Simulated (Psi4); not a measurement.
# BCl: frequency calculation (part 2 of 3)

The same run, continued: BCl, SMILES [B]Cl; TPSS/cc-pVTZ, RKS, dispersion D4 (Psi4 1.11). The geometry was optimised with TPSS/cc-pVTZ.

Geometry of the input (Å):
```
B  0.1369  -0.1635  -0.1397
Cl -0.0534  -0.0684  1.5831
```

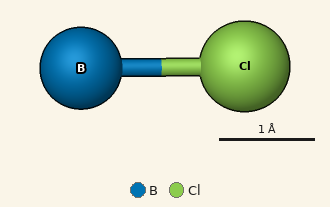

Fig. 1: The structure as given in the input (ball-and-stick view, seen on its broad side).

**Output, continued**
```
    Nuclear Repulsion Energy =             25.8985445169980899
    One-Electron Energy =                -718.8674227729554786
    Two-Electron Energy =                 240.1415383491254545
    DFT Exchange-Correlation Energy =     -32.2085837123919276
    Empirical Dispersion Energy =          -0.0013070426391397
    VV10 Nonlocal Energy =                  0.0000000000000000
    Total Energy =                       -485.0372306618630773

Computation Completed

Properties will be evaluated at   0.000000,   0.000000,   0.000000 [a0]

Properties computed using the SCF density matrix

 Multipole Moments:

 ------------------------------------------------------------------------------------
     Multipole            Electronic (a.u.)      Nuclear  (a.u.)        Total (a.u.)
 ------------------------------------------------------------------------------------

 L = 1.  Multiply by 2.5417464519 to convert [e a0] to [Debye]
 Dipole X            :          0.0000000            0.0000000            0.0000000
 Dipole Y            :          0.0000000            0.0000000            0.0000000
 Dipole Z            :         -0.2646040            0.8789994            0.6143955
 Magnitude           :                                                    0.6143955

 ------------------------------------------------------------------------------------

	total time  =          4 seconds =       0.07 minutes

         ------------------------------------------------------------
                                   SCF GRAD
         ------------------------------------------------------------

  ==> Geometry <==

    Molecular point group: c2v
    Full point group: C_inf_v

    Geometry (in Bohr), charge = 0, multiplicity = 1:

       Center              X                  Y                   Z               Mass
    ------------   -----------------  -----------------  -----------------  -----------------
         B            0.000000000000     0.000000000000    -2.496165536372    11.009305360000
         CL           0.000000000000     0.000000000000     0.785872183710    34.968852682000

  Nuclear repulsion =   25.898544516998090

   => Molecular Quadrature <=

    Radial Scheme          =       TREUTLER
    Pruning Scheme         =           NONE
    Nuclear Scheme         =       TREUTLER

    Blocking Scheme        =         OCTREE
    BS radius alpha        =              1
    Pruning alpha          =              1
    Radial Points          =             75
    Spherical Points       =            302
    Total Points           =          42714
    Total Blocks           =            398
    Max Points             =            256
    Max Functions          =             64
    Weights Tolerance      =       1.00E-15

  -Total Gradient:
     Atom            X                  Y                   Z
    ------   -----------------  -----------------  -----------------
       1       -0.000000000000    -0.000000000000    -0.000118732036
       2        0.000000000000     0.000000000000     0.000167538781

	total time  =          1 seconds =       0.02 minutes

    Psi4 run time: 0:00:05.17

    -----------------------------------------------------------------------
                               Psi4 1.11 release

    h
    h
    h

    -----------------------------------------------------------------------

    Memory:     1.5 GiB
    Threads:    1
                ecpint, einsums, f̶o̶r̶t̶e̶, gauxc, gcp, g̶d̶m̶a̶, geometric, g̶p̶u̶_̶d̶f̶c̶c̶,
                i̶n̶t̶e̶g̶r̶a̶t̶o̶r̶x̶x̶, i̶p̶i̶, libefp, m̶d̶i̶, m̶p̶2̶d̶, m̶r̶c̶c̶, ooo,
                o̶p̶e̶n̶f̶e̶r̶m̶i̶o̶n̶p̶s̶i̶4̶, pcmsolver, p̶s̶i̶4̶f̶o̶c̶k̶c̶i̶, p̶s̶i̶x̶a̶s̶,
                p̶y̶e̶i̶n̶s̶u̶m̶s̶, r̶e̶s̶p̶, s̶i̶m̶i̶n̶t̶, s̶n̶s̶m̶p̶2̶,
                v̶2̶r̶d̶m̶_̶c̶a̶s̶s̶c̶f̶

gradient() will perform analytic gradient computation.

  ==> Geometry <==

    Molecular point group: c2v
    Full point group: C_inf_v

    Geometry (in Bohr), charge = 0, multiplicity = 1:

       Center              X                  Y                   Z               Mass
    ------------   -----------------  -----------------  -----------------  -----------------
         B            0.000000000000     0.000000000000    -2.493537175771    11.009305360000
         CL          -0.000000000000     0.000000000000     0.785044692321    34.968852682000

  Running in c2v symmetry.

  Rotational constants: A = ************  B =      0.66886  C =      0.66886 [cm^-1]
  Rotational constants: A = ************  B =  20051.78946  C =  20051.78946 [MHz]
  Nuclear repulsion =   25.925843373694772

  Charge       = 0
  Multiplicity = 1
  Electrons    = 22
  Nalpha       = 11
  Nbeta        = 11

   => Molecular Quadrature <=

    Radial Scheme          =       TREUTLER
    Pruning Scheme         =           NONE
    Nuclear Scheme         =       TREUTLER

    Blocking Scheme        =         OCTREE
    BS radius alpha        =              1
    Pruning alpha          =              1
    Radial Points          =             75
    Spherical Points       =            302
    Total Points           =          42714
    Total Blocks           =            397
    Max Points             =            256
    Max Functions          =             64
    Weights Tolerance      =       1.00E-15

   => Auxiliary Basis Set <=

  Basis Set: (CC-PVTZ AUX)
    Blend: CC-PVTZ-JKFIT
    Number of shells: 62
    Number of basis functions: 200
    Number of Cartesian functions: 241
    Spherical Harmonics?: true
    Max angular momentum: 4

  Cached 100.0% of DFT collocation blocks in 0.188 [GiB].

  Minimum eigenvalue in the overlap matrix is 3.5015152129E-03.
  Reciprocal condition number of the overlap matrix is 9.1436140084E-04.
    Using symmetric orthogonalization.

  ==> Iterations <==

                           Total Energy        Delta E     RMS |[F,P]|

   @DF-RKS iter SAD:  -484.79050911762243   -4.84791e+02   0.00000e+00
   @DF-RKS iter   1:  -484.98714550505275   -1.96636e-01   8.06882e-03 ADIIS/DIIS
   @DF-RKS iter   2:  -484.95296694199772    3.41786e-02   9.57668e-03 ADIIS/DIIS
   @DF-RKS iter   3:  -485.03025800952867   -7.72911e-02   3.21304e-03 ADIIS/DIIS
   @DF-RKS iter   4:  -485.03682858801142   -6.57058e-03   7.09117e-04 ADIIS/DIIS
   @DF-RKS iter   5:  -485.03721486796786   -3.86280e-04   1.27925e-04 ADIIS/DIIS
   @DF-RKS iter   6:  -485.03722984044185   -1.49725e-05   5.77596e-06 DIIS
   @DF-RKS iter   7:  -485.03722987184051   -3.13987e-08   6.87347e-07 DIIS
   @DF-RKS iter   8:  -485.03722987227093   -4.30418e-10   8.76078e-08 DIIS
   @DF-RKS iter   9:  -485.03722987227815   -7.21911e-12   6.65470e-09 DIIS
  Energy and wave function converged.

  ==> Post-Iterations <==

   Electrons on quadrature grid:
      Ntotal   =   22.0000014369 ; deviation = 1.437e-06

    Final Occupation by Irrep:
             A1    A2    B1    B2
    DOCC [     7,    0,    2,    2 ]
    NA   [     7,    0,    2,    2 ]
    NB   [     7,    0,    2,    2 ]

  @DF-RKS Final Energy:  -485.03722987227815

   => Energetics <=

    Nuclear Repulsion Energy =             25.9258433736947715
    One-Electron Energy =                -718.9181792394649619
    Two-Electron Energy =                 240.1655721476396650
    DFT Exchange-Correlation Energy =     -32.2091590796960219
    Empirical Dispersion Energy =          -0.0013070744515898
    VV10 Nonlocal Energy =                  0.0000000000000000
    Total Energy =                       -485.0372298722781466

Computation Completed

Properties will be evaluated at   0.000000,   0.000000,   0.000000 [a0]

Properties computed using the SCF density matrix

 Multipole Moments:

 ------------------------------------------------------------------------------------
     Multipole            Electronic (a.u.)      Nuclear  (a.u.)        Total (a.u.)
 ------------------------------------------------------------------------------------

 L = 1.  Multiply by 2.5417464519 to convert [e a0] to [Debye]
 Dipole X            :          0.0000000            0.0000000            0.0000000
 Dipole Y            :          0.0000000            0.0000000            0.0000000
 Dipole Z            :         -0.2588986            0.8780739            0.6191753
 Magnitude           :                                                    0.6191753

 ------------------------------------------------------------------------------------

	total time  =          5 seconds =       0.08 minutes

         ------------------------------------------------------------
                                   SCF GRAD
         ------------------------------------------------------------

  ==> Geometry <==

    Molecular point group: c2v
    Full point group: C_inf_v

    Geometry (in Bohr), charge = 0, multiplicity = 1:

       Center              X                  Y                   Z               Mass
    ------------   -----------------  -----------------  -----------------  -----------------
         B            0.000000000000     0.000000000000    -2.493537175771    11.009305360000
         CL           0.000000000000     0.000000000000     0.785044692321    34.968852682000

  Nuclear repulsion =   25.925843373694772

   => Molecular Quadrature <=

    Radial Scheme          =       TREUTLER
    Pruning Scheme         =           NONE
    Nuclear Scheme         =       TREUTLER

    Blocking Scheme        =         OCTREE
    BS radius alpha        =              1
    Pruning alpha          =              1
    Radial Points          =             75
    Spherical Points       =            302
    Total Points           =          42714
    Total Blocks           =            397
    Max Points             =            256
    Max Functions          =             64
    Weights Tolerance      =       1.00E-15

  -Total Gradient:
     Atom            X                  Y                   Z
    ------   -----------------  -----------------  -----------------
       1       -0.000000000000     0.000000000000     0.000593663381
       2        0.000000000000     0.000000000000    -0.000544747397

	total time  =          1 seconds =       0.02 minutes

    Psi4 run time: 0:00:06.03

    -----------------------------------------------------------------------
                               Psi4 1.11 release

    h
    h
    h

    -----------------------------------------------------------------------

    Memory:     1.5 GiB
    Threads:    1
                ecpint, einsums, f̶o̶r̶t̶e̶, gauxc, gcp, g̶d̶m̶a̶, geometric, g̶p̶u̶_̶d̶f̶c̶c̶,
                i̶n̶t̶e̶g̶r̶a̶t̶o̶r̶x̶x̶, i̶p̶i̶, libefp, m̶d̶i̶, m̶p̶2̶d̶, m̶r̶c̶c̶, ooo,
                o̶p̶e̶n̶f̶e̶r̶m̶i̶o̶n̶p̶s̶i̶4̶, pcmsolver, p̶s̶i̶4̶f̶o̶c̶k̶c̶i̶, p̶s̶i̶x̶a̶s̶,
                p̶y̶e̶i̶n̶s̶u̶m̶s̶, r̶e̶s̶p̶, s̶i̶m̶i̶n̶t̶, s̶n̶s̶m̶p̶2̶,
                v̶2̶r̶d̶m̶_̶c̶a̶s̶s̶c̶f̶

gradient() will perform analytic gradient computation.

  ==> Geometry <==

    Molecular point group: cs
    Full point group: C_inf_v

    Geometry (in Bohr), charge = 0, multiplicity = 1:

       Center              X                  Y                   Z               Mass
    ------------   -----------------  -----------------  -----------------  -----------------
         B           -0.001314180300     0.000000000000    -2.494851356071    11.009305360000
         CL           0.000413745694     0.000000000000     0.785458438016    34.968852682000

  Running in cs symmetry.

  Rotational constants: A = ************  B =      0.66815  C =      0.66815 [cm^-1]
  Rotational constants: A = ************  B =  20030.66463  C =  20030.66463 [MHz]
  Nuclear repulsion =   25.912183160451228

  Charge       = 0
  Multiplicity = 1
  Electrons    = 22
  Nalpha       = 11
  Nbeta        = 11

   => Molecular Quadrature <=

    Radial Scheme          =       TREUTLER
    Pruning Scheme         =           NONE
    Nuclear Scheme         =       TREUTLER

    Blocking Scheme        =         OCTREE
    BS radius alpha        =              1
    Pruning alpha          =              1
    Radial Points          =             75
    Spherical Points       =            302
    Total Points           =          42714
    Total Blocks           =            380
    Max Points             =            255
    Max Functions          =             64
    Weights Tolerance      =       1.00E-15

  ==> MemDFJK: Density-Fitted J/K Matrices <==

    J tasked:                   Yes
    K tasked:                    No
    wK tasked:                   No
    Memory [MiB]:               952
    Algorithm:                 Core
    Schwarz Cutoff:           1E-12
    Mask sparsity (%):       0.0000
    Fitting Condition:        1E-10

   => Auxiliary Basis Set <=

  Basis Set: (CC-PVTZ AUX)
    Blend: CC-PVTZ-JKFIT
    Number of shells: 62
    Number of basis functions: 200
    Number of Cartesian functions: 241
    Spherical Harmonics?: true
    Max angular momentum: 4

  Cached 100.0% of DFT collocation blocks in 0.187 [GiB].

  Minimum eigenvalue in the overlap matrix is 3.5093464425E-03.
  Reciprocal condition number of the overlap matrix is 9.1658681324E-04.
    Using symmetric orthogonalization.

  ==> Pre-Iterations <==

  SCF Guess: Superposition of Atomic Densities via on-the-fly atomic UHF (no occupation information).

   -------------------------
    Irrep   Nso     Nmo
   -------------------------
     A'        43      43
     A"        21      21
   -------------------------
    Total      64      64
   -------------------------

  ==> Iterations <==

                           Total Energy        Delta E     RMS |[F,P]|

   @DF-RKS iter SAD:  -484.78984902040372   -4.84790e+02   0.00000e+00
   @DF-RKS iter   1:  -484.98736282100975   -1.97514e-01   5.99805e-03 ADIIS/DIIS
   @DF-RKS iter   2:  -484.95353714701514    3.38257e-02   7.10795e-03 ADIIS/DIIS
   @DF-RKS iter   3:  -485.03001115462075   -7.64740e-02   2.42662e-03 ADIIS/DIIS
   @DF-RKS iter   4:  -485.03686673801587   -6.85558e-03   5.02208e-04 ADIIS/DIIS
   @DF-RKS iter   5:  -485.03721568837386   -3.48950e-04   9.47947e-05 DIIS
   @DF-RKS iter   6:  -485.03723054133491   -1.48530e-05   4.39094e-06 DIIS
   @DF-RKS iter   7:  -485.03723057406933   -3.27344e-08   5.15489e-07 DIIS
   @DF-RKS iter   8:  -485.03723057450634   -4.37012e-10   6.48119e-08 DIIS
   @DF-RKS iter   9:  -485.03723057451219   -5.85487e-12   4.86586e-09 DIIS
  Energy and wave function converged.

  ==> Post-Iterations <==

   Electrons on quadrature grid:
      Ntotal   =   22.0000014333 ; deviation = 1.433e-06

    Final Occupation by Irrep:
             Ap   App
    DOCC [     9,    2 ]
    NA   [     9,    2 ]
    NB   [     9,    2 ]

  @DF-RKS Final Energy:  -485.03723057451219

   => Energetics <=

    Nuclear Repulsion Energy =             25.9121831604512280
    One-Electron Energy =                -718.8927807795515719
    Two-Electron Energy =                 240.1535451664031200
    DFT Exchange-Correlation Energy =     -32.2088710632448993
    Empirical Dispersion Energy =          -0.0013070585701095
    VV10 Nonlocal Energy =                  0.0000000000000000
    Total Energy =                       -485.0372305745121935

Computation Completed

Properties will be evaluated at   0.000000,   0.000000,   0.000000 [a0]

Properties computed using the SCF density matrix

 Multipole Moments:

 ------------------------------------------------------------------------------------
     Multipole            Electronic (a.u.)      Nuclear  (a.u.)        Total (a.u.)
 ------------------------------------------------------------------------------------

 L = 1.  Multiply by 2.5417464519 to convert [e a0] to [Debye]
 Dipole X            :         -0.0001379            0.0004628            0.0003249
 Dipole Y            :          0.0000000            0.0000000            0.0000000
 Dipole Z            :         -0.2617517            0.8785367            0.6167850
 Magnitude           :                                                    0.6167851
```
